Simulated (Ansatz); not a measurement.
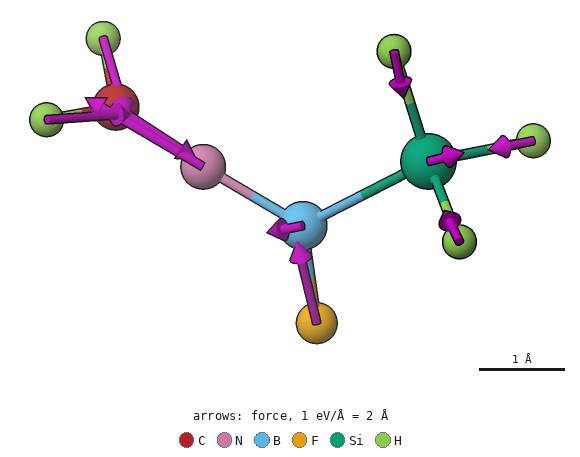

Starting geometry of CH₅BFNSi with the computed forces as purple arrows. The picture is a ball-and-stick view, seen at a tilt.

The start comes from PBE-D4/def2-SVP.

Level of theory: Ansatz 0.2.0, RKS PBE0-D4/def2-TZVP.

The input:
```yaml
crystal:
  periodic: [false, false, false]
  atoms:
    - {symbol: C, position_ang: [-0.827756, 1.229661, -1.649317]}
    - {symbol: N, position_ang: [-0.791102, 0.314113, -0.790167]}
    - {symbol: B, position_ang: [-0.646525, -0.654922, 0.178057]}
    - {symbol: F, position_ang: [-1.620156, -1.573187, 0.389438]}
    - {symbol: Si, position_ang: [1.072607, -0.665379, 1.274309]}
    - {symbol: H, position_ang: [-1.249280, 2.236367, -1.420766]}
    - {symbol: H, position_ang: [-0.441186, 1.082633, -2.684826]}
    - {symbol: H, position_ang: [1.793377, -1.982963, 1.132012]}
    - {symbol: H, position_ang: [0.782400, -0.466335, 2.741164]}
    - {symbol: H, position_ang: [2.010821, 0.428912, 0.833097]}
basis:
  gaussian: {orbitals: def2-TZVP}
hamiltonian: {xc: pbe0, dispersion: d4}
relax: {f_tol: 0.005, max_steps: 150}
```

Run as
```bash
ansatz run in.yaml --threads 4 --pin off --events-out ev --progress --plain --max-ram 10444MiB
```

Question: What follows when this structure is relaxed?

Answer: It isn't relaxed: the largest force vector, on N2, is 0.82 eV/Å. The final displacements follow the starting forces only in part (cosine between the two patterns 0.62). The energy falls by 4.11 kJ/mol in 6 accepted moves (9 points after the start). The largest force component goes from 0.61 to 0.0042 eV/Å. The line search rejected the trial steps at points 2, 4, 7 of the run. The atom that moves furthest after the best rigid fit is F4 (0.045 Å). By element the largest moves are F 0.045 Å, H 0.033 Å, B 0.032 Å, N 0.016 Å, C 0.010 Å, Si 0.004 Å. Near-neighbour distances that change, for instance: C1–H6 1.115 → 1.095 Å, Si5–H10 1.507 → 1.489 Å, C1–N2 1.256 → 1.240 Å, B3–F4 1.355 → 1.344 Å. Cost: 28 s on 4 threads of Arm Neoverse V2, with other jobs on the host.
